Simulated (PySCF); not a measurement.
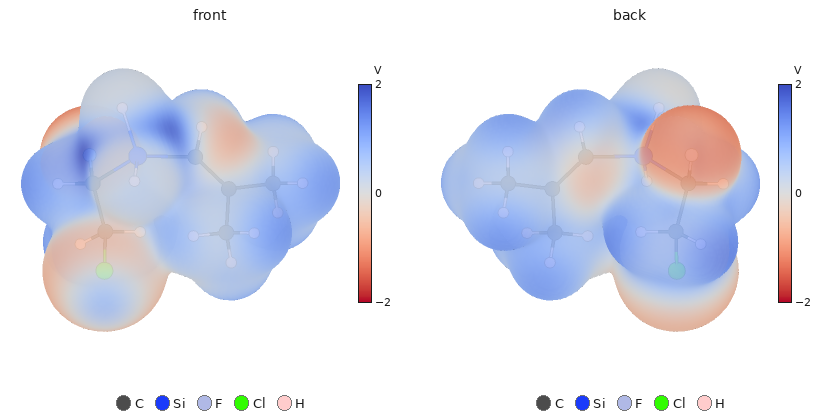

Figure 1: C6H12ClFSi. The electrostatic potential painted on the density surface at 0.004 e/bohr³, seen from the front and from behind; the colour scale runs from red (negative) to blue (positive).

Geometry: GFN2-xTB.

Theory: PBE0/pcSseg-1, SCF density, gas phase, non-relativistic in PySCF.

Input file:

```
{"job": {"kind": "nmr", "xc": "PBE0", "basis": "pcSseg-1"}, "charge": 0, "multiplicity": 1}
C      2.784827    -0.412760    -0.542079
C      1.440049    -0.402598     0.123252
C      0.842951    -1.761384     0.307798
C      0.856275     0.732346     0.509928
Si    -0.799151     0.997680     1.348856
C     -2.106809     1.303042    -0.045396
F     -1.769197     2.482347    -0.703788
C     -2.174155     0.215488    -1.102136
Cl    -2.760203    -1.281249    -0.361946
H      3.176990     0.592936    -0.667279
H      3.490924    -0.991807     0.052673
H      2.717750    -0.885734    -1.521564
H      1.486922    -2.366058     0.946129
H     -0.144754    -1.712357     0.753028
H      0.768367    -2.271264    -0.652539
H      1.401685     1.650632     0.315263
H     -0.768183     2.246815     2.113084
H     -1.297725    -0.095587     2.183646
H     -3.107152     1.479391     0.364910
H     -2.864018     0.479073    -1.906801
H     -1.184314     0.017990    -1.515513
```

Launched as:

```sh
OMP_NUM_THREADS=1 python probes_run.py task.json out
```

**Where is the surface potential most negative and most positive?**

The most negative region (about −1.1 V) lies over F7, the most positive (about +1.6 V) over Si5. Cl9 shows a σ-hole: about +0.6 V at the tip opposite its bond, against about −0.2 V on its flanks.
